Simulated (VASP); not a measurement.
Given:

```xyz
12
Lattice="5.9490 0.0000 0.0000 0.0000 5.9490 0.0000 0.0000 0.0000 5.9490" Properties=species:S:1:pos:R:3 pbc="T T T"
Ge     0.0000     0.0000     0.0000
Ge     2.9745     2.9745     0.0000
Ge     0.0000     2.9745     2.9745
Ge     2.9745     0.0000     2.9745
S      2.0809     2.0809     2.0809
S      5.0554     0.8936     3.8682
S      3.8682     5.0554     0.8936
S      0.8936     3.8682     5.0554
S      3.8682     3.8682     3.8682
S      0.8936     5.0554     2.0809
S      2.0809     0.8936     5.0554
S      5.0554     2.0809     0.8936
```

Computed with PBEsol GGA, VASP's PBE PAW potentials (set 64) (plane waves; VASP). Numerical set-up: 400 eV cut-off, 6×6×6 Γ-centred mesh, tetrahedra with Blöchl corrections, potentials Ge_d S.

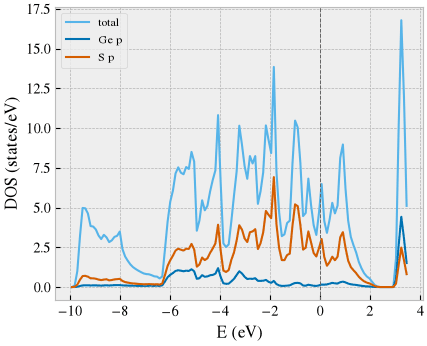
Figure. Total and projected density of states, zero at the Fermi level

Within 2 eV below the Fermi level the largest weight inside VASP's projection spheres is S p.

It has no gap at this level: it comes out as a metal or semimetal.

The structure was generated: GeS2 was put into the pyrite type (Pa-3), which need not be its known phase. It was relaxed first, which changed the volume by +20 %.
